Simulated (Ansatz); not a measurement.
**BH3: molecular dynamics**

Purpose: to follow the molecule's vibrations and see whether its bonds hold. The start is relaxed first. Runs: 500 steps of 0.5 fs under a Langevin thermostat at 200 K. SMILES of the start: B.

Program: Ansatz 0.2.0. Level of theory: RKS PBE/def2-SVP. These are calculated values, not measurements.

## (1) The starting structure

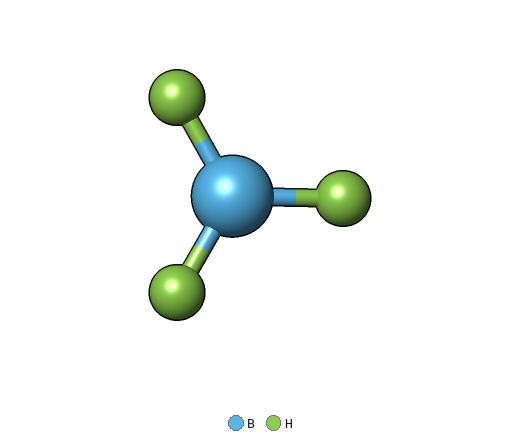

The starting structure, seen from a chosen angle (boron blue, hydrogen green).

Structure file:

```xyz
4

B     0.0000    0.0000    0.0000
H     0.0000    0.0000    1.1900
H     1.0305    0.0000   -0.5950
H    -1.0305    0.0000   -0.5950
```

## (2) Preparing the start

The input, input.yaml:

```yaml
crystal:
  periodic: [false, false, false]
  atoms:
    - { symbol: B, position_ang: [0.0, 0.0, 0.0] }
    - { symbol: H, position_ang: [0.0, 0.0, 1.19] }
    - { symbol: H, position_ang: [1.0305, 0.0, -0.595] }
    - { symbol: H, position_ang: [-1.0305, 0.0, -0.595] }
basis:
  gaussian: { orbitals: def2-SVP }
hamiltonian:
  xc: pbe
relax:
  f_tol: 0.02
  max_steps: 40
```

The run is started by

```sh
> ansatz run input.yaml --threads 1 --pin off --max-ram 2048MiB --backend cpu --events-out ev --progress --plain --runs-dir out
```

What it wrote, shortened:

```text
Warning: RAYON_NUM_THREADS=1 ignored (pool sized by the plan → 1); use --threads N
[...]
Functional definition: PBE
[...]
328 factors; their error is unknown
[...]
mean field -721.62568029 eV, -26.5192546152 hartree, gradient 6.0e-6 eV, S^2 0.000000; 0 other end points of the search recorded, 0 dependent functions left out
[...]
reference -721.62570611 eV, -26.5192555641 hartree; 4, 4 occupied and 25, 25 virtual orbitals, 328 factors
relax step   1: F+E_penalty+E_count = -721.62568029 eV  Δ(F+E_penalty+E_count) = +0.000e0 eV  max|allowed force component| = 5.876e-1 eV/Å  Δτ_max = 0.0000 Å  (20 SCF iters, accepted)
[...]
relax step   2: F+E_penalty+E_count = -721.64507395 eV  Δ(F+E_penalty+E_count) = -1.939e-2 eV  max|allowed force component| = 1.628e-1 eV/Å  Δτ_max = 0.0173 Å  (20 SCF iters, accepted)
[...]
relax step   3: F+E_penalty+E_count = -721.64678269 eV  Δ(F+E_penalty+E_count) = -1.709e-3 eV  max|allowed force component| = 4.287e-3 eV/Å  Δτ_max = 0.0068 Å  (20 SCF iters, accepted)
328 factors; their error is unknown
[...]
mean field -721.64678269 eV, -26.5200301141 hartree, gradient 7.6e-5 eV, S^2 0.000000; 1 other end points of the search recorded, 0 dependent functions left out
[...]
reference -721.64680858 eV, -26.5200310655 hartree; 4, 4 occupied and 25, 25 virtual orbitals, 328 factors
Total energy: -721.64680858 eV, -26.5200310655 hartree
Atom 0 at     0.000000     0.000000    -0.000002 Å, force     0.000000     0.000000     0.000051 eV/Å
Atom 1 at    -0.000000    -0.000000     1.214132 Å, force    -0.000000    -0.000000     0.004287 eV/Å
Atom 2 at     1.051472    -0.000000    -0.607065 Å, force     0.003732    -0.000000    -0.002169 eV/Å
Atom 3 at    -1.051472    -0.000000    -0.607065 Å, force    -0.003732    -0.000000    -0.002169 eV/Å
Dipole moment:     0.000000    -0.000000    -0.000001 e Å
```

Wall time 1.2 s (1 thread of Arm Neoverse V1, shared host); peak memory 0.078 GiB.

Relaxation path:

```csv
step,energy from step 1 (eV),largest force component (eV/Å)
1,0.0000,0.5876
2,-0.0194,0.1628
3,-0.0211,0.0043
```

Step 1 is the start.

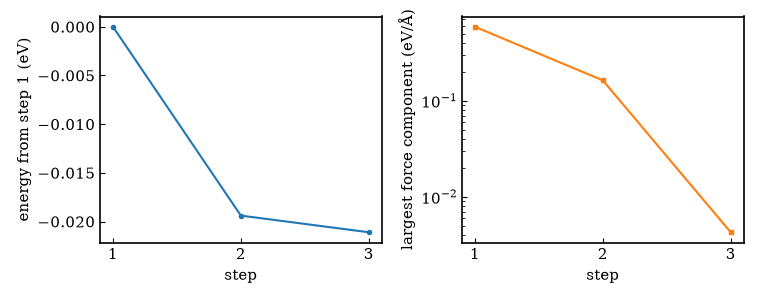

How energy and force went from step to step.

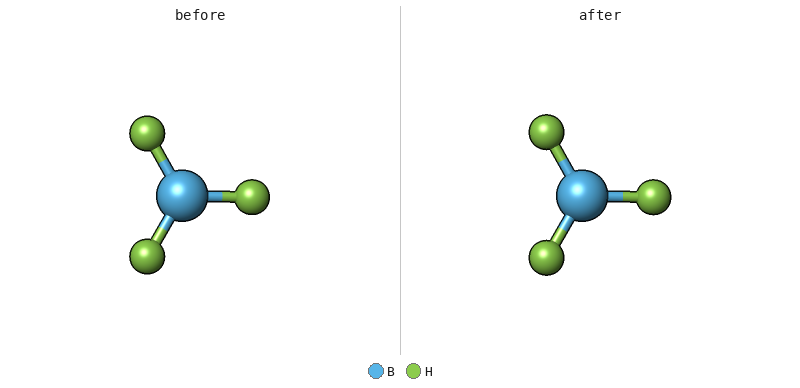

Before and after, at one scale.

After: Bond lengths: B1–H2 1.214 Å, B1–H3 1.214 Å, B1–H4 1.214 Å. Angles: H2–B1–H3 120.0°, H2–B1–H4 120.0°, H3–B1–H4 120.0°.

## (3) The run

500 steps of 0.5 fs under a Langevin thermostat at 200 K, from the relaxed start.

The input, input.yaml:

```yaml
crystal:
  periodic: [false, false, false]
  atoms:
    - { symbol: B, position_ang: [0.0, 0.0, -2.0e-06] }
    - { symbol: H, position_ang: [0.0, 0.0, 1.214132] }
    - { symbol: H, position_ang: [1.051472, 0.0, -0.607065] }
    - { symbol: H, position_ang: [-1.051472, 0.0, -0.607065] }
basis:
  gaussian: { orbitals: def2-SVP }
hamiltonian:
  xc: pbe
md:
  timestep: 0.5
  n_steps: 500
  ensemble: nvt_langevin
  temperature: 200.0
  initial_velocities: maxwell_boltzmann
  seed: 799925
  friction: 0.02
```

The run is started by

```sh
> ansatz run input.yaml --threads 1 --pin off --max-ram 2048MiB --backend cpu --events-out ev --progress --plain --runs-dir out
```

What it wrote, shortened:

```text
Warning: RAYON_NUM_THREADS=1 ignored (pool sized by the plan → 1); use --threads N
[...]
[... 1 set-up line as earlier in the session ...]
[...]
328 factors; their error is unknown
[...]
mean field -721.64678269 eV, -26.5200301141 hartree, gradient 6.1e-6 eV, S^2 0.000000; 0 other end points of the search recorded, 0 dependent functions left out
[...]
reference -721.64680858 eV, -26.5200310655 hartree; 4, 4 occupied and 25, 25 virtual orbitals, 328 factors
md step     0: t =     0.00 fs  T =   150.0 K  F+E_penalty+E_count = -721.64678269 eV  E_kin = 0.077556 eV  (20 SCF iters)
[...]
md step    26: t =    13.00 fs  T =   211.1 K  F+E_penalty+E_count = -721.63876548 eV  E_kin = 0.109144 eV  (17 SCF iters)
[...]
md step    52: t =    26.00 fs  T =   313.5 K  F+E_penalty+E_count = -721.63143758 eV  E_kin = 0.162093 eV  (22 SCF iters)
[...]
md step    78: t =    39.00 fs  T =   259.0 K  F+E_penalty+E_count = -721.63525907 eV  E_kin = 0.133891 eV  (22 SCF iters)
[...]
md step   102: t =    51.00 fs  T =   202.8 K  F+E_penalty+E_count = -721.61673206 eV  E_kin = 0.104861 eV  (22 SCF iters)
md step   103: t =    51.50 fs  T =   212.5 K  F+E_penalty+E_count = -721.61790753 eV  E_kin = 0.109889 eV  (20 SCF iters)
```

## (4) More of the same log: dynamics from the start

Output, continued, shortened:

```text
md step   104: t =    52.00 fs  T =   197.9 K  F+E_penalty+E_count = -721.61763846 eV  E_kin = 0.102301 eV  (22 SCF iters)
[...]
md step   136: t =    68.00 fs  T =   189.6 K  F+E_penalty+E_count = -721.60075892 eV  E_kin = 0.098047 eV  (22 SCF iters)
[...]
md step   168: t =    84.00 fs  T =   151.4 K  F+E_penalty+E_count = -721.61119631 eV  E_kin = 0.078298 eV  (21 SCF iters)
[...]
md step   200: t =   100.00 fs  T =   242.5 K  F+E_penalty+E_count = -721.54413861 eV  E_kin = 0.125361 eV  (18 SCF iters)
[...]
md step   231: t =   115.50 fs  T =   318.0 K  F+E_penalty+E_count = -721.57452970 eV  E_kin = 0.164438 eV  (22 SCF iters)
md step   232: t =   116.00 fs  T =   341.0 K  F+E_penalty+E_count = -721.58285047 eV  E_kin = 0.176315 eV  (22 SCF iters)
```

## (5) The log goes on: dynamics from the start

The log, continued, shortened:

```text
md step   233: t =   116.50 fs  T =   307.7 K  F+E_penalty+E_count = -721.58674964 eV  E_kin = 0.159107 eV  (20 SCF iters)
[...]
md step   260: t =   130.00 fs  T =   357.7 K  F+E_penalty+E_count = -721.61611483 eV  E_kin = 0.184927 eV  (22 SCF iters)
[...]
md step   287: t =   143.50 fs  T =   323.4 K  F+E_penalty+E_count = -721.61211329 eV  E_kin = 0.167227 eV  (21 SCF iters)
[...]
md step   314: t =   157.00 fs  T =   321.0 K  F+E_penalty+E_count = -721.59788117 eV  E_kin = 0.165946 eV  (21 SCF iters)
[...]
md step   499: t =   249.50 fs  T =    60.7 K  F+E_penalty+E_count = -721.60309370 eV  E_kin = 0.031368 eV  (23 SCF iters)
[...]
md step   500: t =   250.00 fs  T =    47.0 K  F+E_penalty+E_count = -721.59838924 eV  E_kin = 0.024309 eV  (20 SCF iters)
Total energy: -721.59841507 eV, -26.5182526368 hartree
Atom 0 at     0.307891     0.007159     0.224394 Å, force    -0.509549     0.143659    -0.250384 eV/Å
Atom 1 at    -0.652142    -0.720083    -0.019427 Å, force     0.105558     0.208660     0.189188 eV/Å
Atom 2 at     0.088019     1.153569     0.668940 Å, force     0.374415    -0.706710    -0.189779 eV/Å
Atom 3 at     1.389465    -0.469564    -0.085305 Å, force     0.029576     0.354392     0.250975 eV/Å
Dipole moment:     0.008753    -0.001444     0.011465 e Å
```

Run time: 2.2 min. Hardware: 1 thread of Arm Neoverse V1, shared host; peak memory 0.069 GiB.

## (6) Frames and traces

One step in 36; energies are changes from step 0:

| time (fs) | T (K) | potential energy change (meV/atom) |
| --- | --- | --- |
| 0.0 | 150 | 0.0 |
| 18.0 | 244 | 5.4 |
| 36.0 | 180 | 13.7 |
| 54.0 | 135 | 7.3 |
| 72.0 | 214 | 12.9 |
| 90.0 | 254 | 11.3 |
| 108.0 | 225 | 19.8 |
| 126.0 | 214 | 21.0 |
| 144.0 | 297 | 9.2 |
| 162.0 | 314 | 3.8 |
| 180.0 | 125 | 14.0 |
| 198.0 | 149 | 11.2 |
| 216.0 | 145 | 2.9 |
| 234.0 | 119 | 10.2 |
| 250.0 | 47 | 12.1 |

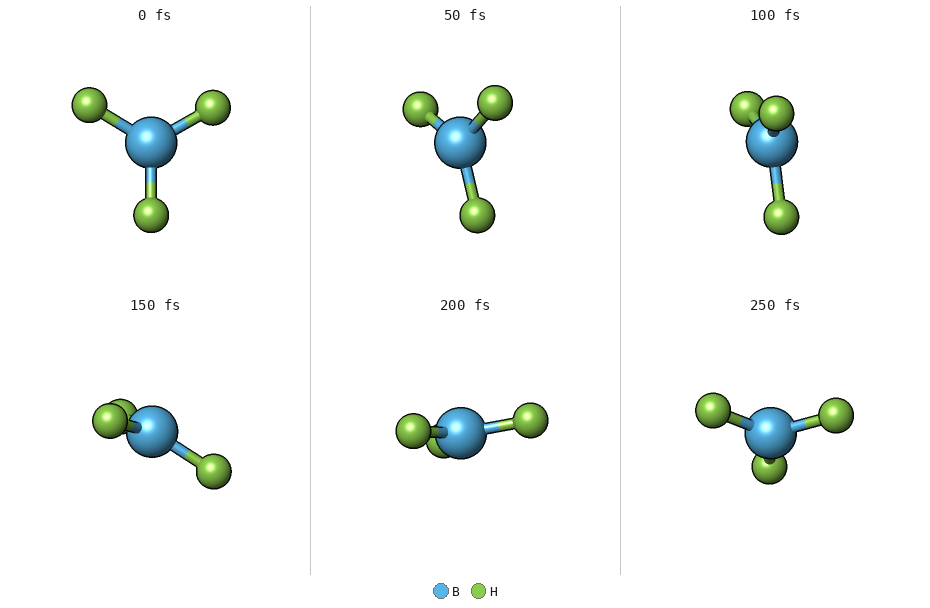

Six frames of the run, seen from a chosen angle. Sticks join atoms within a bonding distance in each frame.

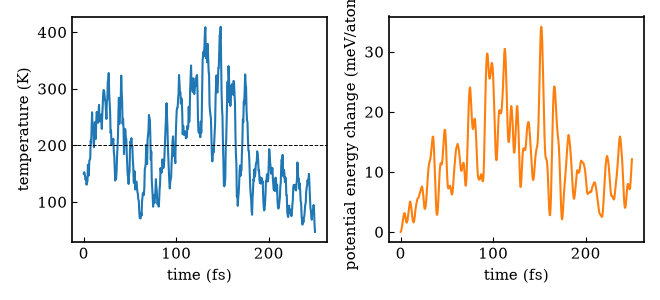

Time series of the run, each on its own scale. The dashed line is the set temperature.

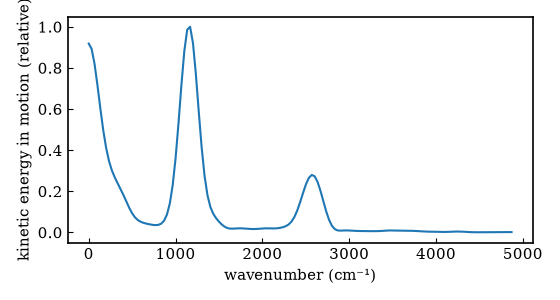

Power spectrum of the mass-weighted velocities; a run of 250 fs resolves no finer than about 270 cm⁻¹.

Maxima of the velocity power spectrum (cm⁻¹, relative height; resolution about 270 cm⁻¹): 1170 (100), 2570 (28).

## (7) Snapshots as a file

Extended XYZ, with forces in eV/Å:

```xyz
4
time_fs=31.0 T=202 dE=0.0463
B    -0.026    0.036    0.136    0.744    0.272   -0.508
H    -0.017    0.090    1.335   -0.388   -0.223    0.325
H     0.798    0.762   -0.397   -0.136    0.006   -0.080
H    -0.673   -0.687   -0.591   -0.220   -0.055    0.263
4
time_fs=62.5 T=76 dE=0.0559
B    -0.046    0.038    0.227    0.712    0.807    0.391
H    -0.258    0.242    1.432   -0.181   -0.421   -0.542
H     0.448    0.999   -0.361   -0.259   -0.216   -0.005
H    -0.136   -1.004   -0.379   -0.272   -0.170    0.155
4
time_fs=94.0 T=141 dE=0.1179
B    -0.140    0.050    0.266    1.360   -0.600   -0.397
H    -0.248    0.208    1.428   -0.580    0.024    0.882
H     0.194    0.998   -0.379   -0.297    0.443   -0.485
H     0.021   -1.068   -0.202   -0.483    0.133    0.000
4
time_fs=125.0 T=230 dE=0.0775
B    -0.072    0.006    0.215    0.370    0.707    1.258
H    -0.584   -0.036    1.368    0.115   -0.102   -0.993
H     0.013    1.107   -0.332   -0.266   -0.441   -0.049
H     0.559   -0.942   -0.195   -0.220   -0.165   -0.215
4
time_fs=156.0 T=276 dE=0.0553
B     0.089    0.028    0.212    0.554   -0.020    0.858
H    -0.980   -0.158    0.760   -0.043   -0.162   -0.297
H     0.411    1.142   -0.106   -0.132    0.275   -0.359
H     0.983   -0.808    0.203   -0.380   -0.093   -0.202
4
time_fs=187.5 T=189 dE=0.0220
B     0.258   -0.004    0.235   -0.007    0.367    0.190
H    -0.850   -0.498    0.233   -0.070    0.181   -0.103
H     0.494    1.194    0.143   -0.296   -0.185   -0.082
H     1.200   -0.719    0.402    0.373   -0.363   -0.005
4
time_fs=219.0 T=112 dE=0.0173
B     0.320   -0.012    0.234   -0.306   -0.430   -0.180
H    -0.718   -0.554   -0.117    0.093    0.107    0.045
H     0.257    1.126    0.648    0.222    0.009    0.028
H     1.338   -0.681    0.138   -0.009    0.314    0.107
4
time_fs=250.0 T=47 dE=0.0484
B     0.308    0.007    0.224   -0.509    0.144   -0.250
H    -0.652   -0.720   -0.019    0.106    0.209    0.189
H     0.088    1.154    0.669    0.374   -0.707   -0.190
H     1.389   -0.470   -0.085    0.030    0.354    0.251
```

## (8) What came out

| quantity | value |
| --- | --- |
| relaxation of the start | 2 moves, 0.021 eV lower |
| length | 500 steps of 0.5 fs |
| temperature, first and last step | 150 and 47 K |
| temperature, second half | mean 181 K, from 47 to 409 K |
| potential energy, second half | +11 meV/atom from the start |
| bonds formed or broken | 0 |

In words: Against a set 200 K the second half averages 181 K, going from 230 to 47 K over that half. The bonding pattern survives the run. 250 fs on 4 atoms is far too short and small for converged averages. The nuclei move classically, without zero-point motion, which matters most for hydrogen.
